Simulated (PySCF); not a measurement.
**C₄H₈O₂ (isobutyric acid): density, localisation and related maps**

| atom | x (Å) | y (Å) | z (Å) |
| --- | --- | --- | --- |
| C | -0.4562 | 1.4670 | 0.2624 |
| C | -0.2299 | 0.1404 | -0.4452 |
| C | -0.9840 | -1.0115 | 0.2279 |
| C | 1.2412 | -0.2025 | -0.4970 |
| O | 2.0861 | 0.2093 | 0.2562 |
| O | 1.5252 | -1.0713 | -1.4817 |
| H | -1.5298 | 1.7045 | 0.2895 |
| H | -0.0827 | 1.4257 | 1.2959 |
| H | 0.0656 | 2.2908 | -0.2452 |
| H | -0.5743 | 0.2068 | -1.4908 |
| H | -0.8264 | -1.9627 | -0.3003 |
| H | -2.0635 | -0.8008 | 0.2376 |
| H | -0.6548 | -1.1344 | 1.2715 |
| H | 2.4727 | -1.2665 | -1.4264 |

Geometry: PBE0-D3(BJ)/ma-def2-SVP.

Computed with DFT single point, gas phase, functional wB97X (PySCF).

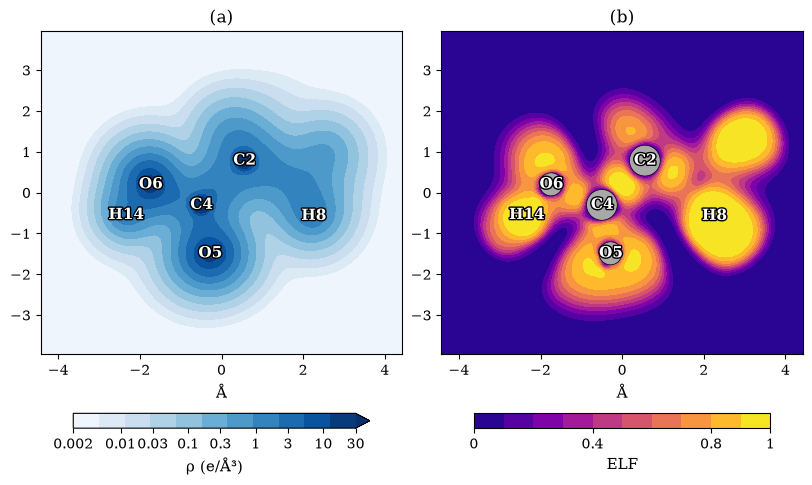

Figure 1. (a) total electron density; (b) ELF on the plane of atoms C2, C4 and O6. Grey discs cover the atomic cores in the ELF map.

**Describe what can be read from this map.**

The section cuts through C, O and H sites.
C–O (1.20 Å): ρ is about 3.4 e/Å³ halfway; the ELF peaks at about 0.85 between the atoms; a short, multiple covalent bond.
C–C (1.51 Å): ρ is about 1.8 e/Å³ halfway; the ELF peaks at about 1 between the atoms, as expected for a covalent bond.
O–H (0.97 Å): the density is about 3.8 e/Å³ at the midpoint; the ELF climbs to about 1 towards the hydrogen, as it does in any bond to H: a covalent bond by its length.
C–O (1.34 Å): ρ is about 2.5 e/Å³ halfway; the ELF peaks at about 0.90 between the atoms: a shared but strongly polarised pair.
The ELF also peaks beside O5 and O6, away from the bonds: lone-pair regions.

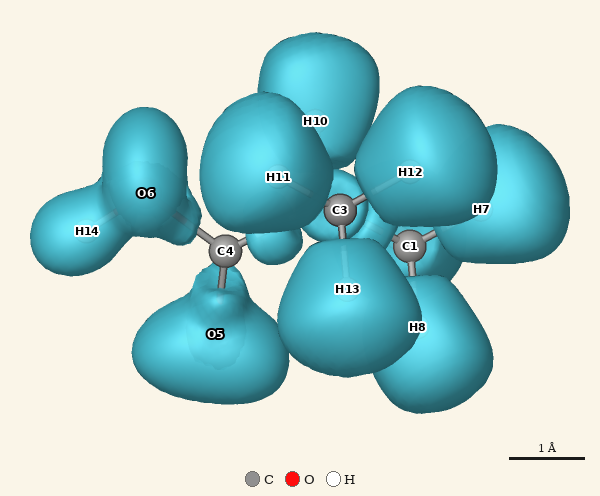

Figure 2. Isosurface of the electron localisation function at 0.75 (cyan), seen from one side. Only the valence region is drawn (cores and ρ < 0.01 e/Å³ removed).

**Where are the electrons localised?**

At this value the surface marks out three regions between bonded C–C atoms (shared pairs), seven regions around hydrogen nuclei, one region on O in which the atom's valence shell and bonds are merged and one joined region spread over several atoms (H, O), in which their bonds and any lone pairs are merged.

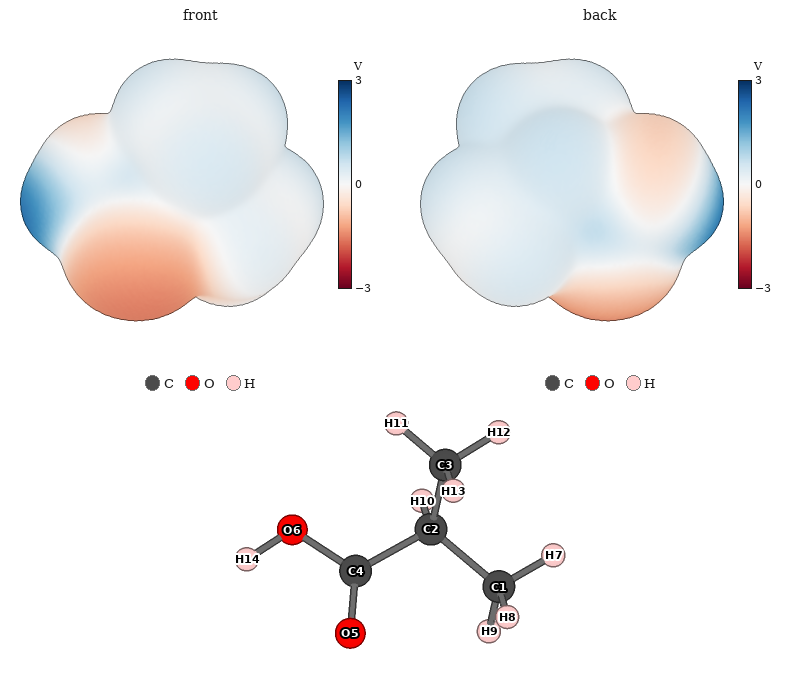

Figure 3. The molecular electrostatic potential painted on the density surface at 0.001 e/bohr³, seen from the front and from behind; red is negative and blue positive. The bare structure is drawn below in the same view.

**Where is the surface potential most negative and most positive?**

The most negative region (about −1.5 V, or −35 kcal/mol for a unit charge) lies over O5, the most positive (about +2.0 V, or +46 kcal/mol for a unit charge) over H14. O5 is the likeliest acceptor of a hydrogen bond.

**What dipole moment does the calculation give?**

Its dipole moment is 1.75 D.
